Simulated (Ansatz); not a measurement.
# C2H3FOS: small, medium and large basis sets

Aim: see how fast density functionals converge with the basis set for C2H3FOS.

The runs use Ansatz 0.2.0, Gaussian basis; one geometry, several basis sets.

Levels to be run: PBE0-D4/def2-SVP; ωB97M-V/def2-SVP; PBE0-D4/def2-QZVPP; ωB97M-V/def2-QZVPP; the functionals' def2-TZVPP values are taken from earlier runs.

## Step 1: The geometry

The geometry comes from an earlier relaxation with PBE0-D4 in a triple-zeta def2 set; it is a stationary point, not always the lowest conformer.

SMILES `O=CC(F)S`, 8 atoms, charge 0, spin multiplicity 1.

Atoms are counted from 1 here; the program's logs count them from 0.

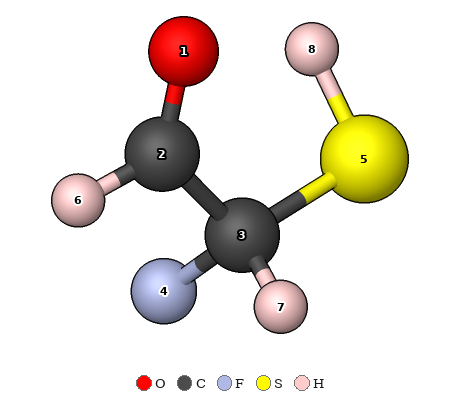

The geometry (oxygen red, carbon dark grey, fluorine light blue, sulfur yellow, hydrogen pink); atoms are numbered from 1 in the order of the file.

## Step 2: PBE0-D4 in def2-SVP

File in.yaml:

```yaml
crystal:
  periodic: [false, false, false]
  atoms:
    - {symbol: O, position_ang: [-0.684543, 1.591532, -0.400234]}
    - {symbol: C, position_ang: [-0.094748, 0.916677, 0.387551]}
    - {symbol: C, position_ang: [0.443689, -0.484860, 0.122849]}
    - {symbol: F, position_ang: [0.077766, -1.229153, 1.233167]}
    - {symbol: S, position_ang: [-0.088816, -1.201814, -1.415814]}
    - {symbol: H, position_ang: [0.098062, 1.251002, 1.426365]}
    - {symbol: H, position_ang: [1.539069, -0.450276, 0.113266]}
    - {symbol: H, position_ang: [-1.198379, -0.450207, -1.522949]}
basis:
  gaussian: {orbitals: def2-SVP}
hamiltonian: {xc: pbe0, dispersion: d4}
output: {orbitals: {seedname: orbitals}}
```

The run is started by

```
$ ansatz run in.yaml --threads 2 --pin off --events-out ev --progress --plain --max-ram 4352MiB
```

The runs that follow: ωB97M-V in def2-SVP; PBE0-D4 in def2-QZVPP; ωB97M-V in def2-QZVPP.

**Question.** What will the summary of the whole plan be? Wanted: PBE0-D4: double and triple zeta above quadruple; ωB97M-V: double and triple zeta above quadruple.

As calculated:

```
                                       quantity           value
PBE0-D4: double and triple zeta above quadruple  12.64, 0.69 eV
ωB97M-V: double and triple zeta above quadruple  12.81, 0.66 eV
```

What this shows: For PBE0-D4 the step from double to triple zeta gains 11.94 eV and the next only 0.69 eV. These are total energies; as a rule much of such shifts cancels in differences, which this series doesn't test.
